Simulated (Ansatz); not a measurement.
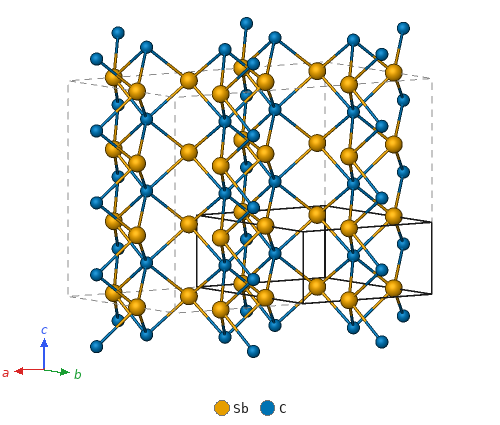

System Sb₃C₂ (space group P-62m, No. 189); source of the atomic positions: the end point of a relaxation with DFT PBE, scalar-relativistic, plane waves, PAW (Ansatz 0.2.0); the starting structure was generated, so it need not be a known form of this composition.

Bonds are taken as C–Sb below 2.8 Å. Atoms with one bond or none are removed and atoms with two bonds are replaced by edges, until no such atom is left.

**What kind of net remains, and which atoms are its nodes?**

A binodal (4,6)-connected, three-periodic net: Sb is a 4-connected node; C is a 6-connected node, in the ratio 3:2.

**Is the net interpenetrated?**

It is a single net, without interpenetration.

**Give the point symbol of each node (shortest cycle at each angle).**

Sb: 4⁴·6²; C: 4⁹·6⁶.

**How many nodes does the smallest cycle have?**

Four.
